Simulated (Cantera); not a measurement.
Input: 1 mol B₂O₃, 0.065 mol O₂, held at 310 Pa.

Method: chemical equilibrium by Gibbs-energy minimisation in Cantera with the NASA 1993 tables (ideal gas, pure condensed phases). Candidate condensed phases: B, B₂O₃; 10 gas species. The numbers say what is thermodynamically allowed, not how fast it happens.

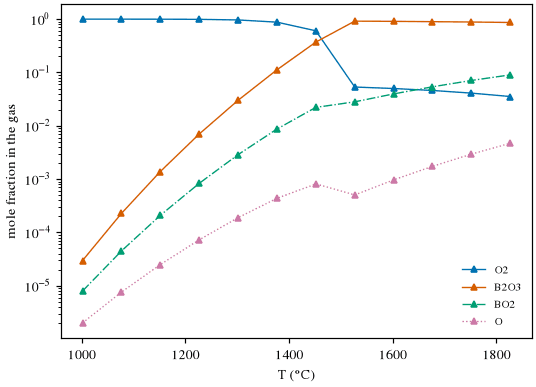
Figure. Equilibrium gas composition (values under 1e-9 drawn at 1e-9)

From 1002 °C to 1452 °C the condensed part is B₂O₃(l). From 1527 °C to 1827 °C nothing is condensed. The main B-bearing gas is B₂O₃ throughout.
